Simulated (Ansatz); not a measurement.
System: Cl3FH2NZr (doublet).

Input file:

```
crystal:
  periodic: [false, false, false]
  atoms:
    - { symbol: Zr, position_ang: [-0.230578, 0.239987, 0.701674] }
    - { symbol: F, position_ang: [-1.250167, 1.367458, 1.929938] }
    - { symbol: Cl, position_ang: [2.161116, 0.311344, 0.719406] }
    - { symbol: Cl, position_ang: [-0.68511, 1.381157, -1.328048] }
    - { symbol: Cl, position_ang: [-1.123491, -1.924545, 0.401648] }
    - { symbol: "N", position_ang: [0.278368, -0.363227, 2.874846] }
    - { symbol: H, position_ang: [0.140663, -1.284239, 3.332765] }
    - { symbol: H, position_ang: [0.711799, 0.272065, 3.570171] }
magnetization:
  spin_polarized: true
  initial_magnetization: 1
basis:
  gaussian: { orbitals: def2-SVP }
hamiltonian:
  xc: pbe
relax:
  f_tol: 0.03
  max_steps: 50
output:
  orbitals: {}
```

Command:

```sh
ansatz run input.yaml --threads 4 --pin off --max-ram 5120MiB --backend cpu --events-out ev --progress --plain --runs-dir out
```

The fields are those of the run's last geometry, not of the input's.

Core potentials replace the inner electrons of Zr.

These are results of UKS PBE/def2-SVP (Ansatz 0.2.0), not measurements.

> What will maps of the electron density, electron localisation function and spin density show?

Zr–N (2.29 Å): ρ is about 0.46 e/Å³ halfway; the ELF peaks at about 0.95 in the valence shell of N, 0.7 Å from its nucleus, and drops to about 0.20 between the two atoms.
Zr–Cl (2.37 Å): the density is about 0.55 e/Å³ at the midpoint; the ELF peaks at about 0.85 in the valence shell of Cl, 0.8 Å from its nucleus, and is about 0.30 at the midpoint.
Zr–Cl (2.46 Å): ρ is about 0.46 e/Å³ halfway; the ELF peaks at about 0.85 in the valence shell of Cl, 0.9 Å from its nucleus, and is about 0.30 at the midpoint.
The unpaired spin (1 electron) lies mostly on N6 (about 0.7) and Cl3 (about 0.3), in electrons by Hirshfeld's partition.

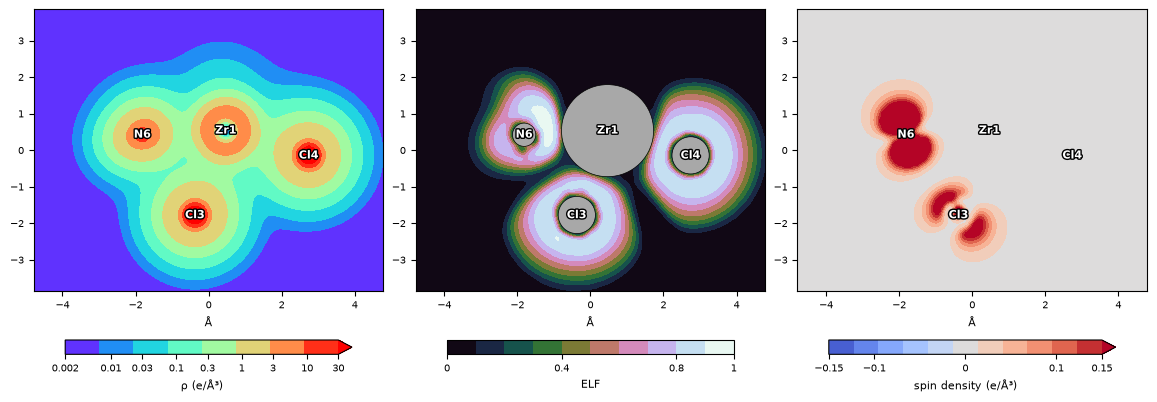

Computed electron density, electron localisation function and spin density on the plane of atoms Cl3, Zr1 and Cl4, in this order. Grey discs cover the atomic cores in the ELF map. 
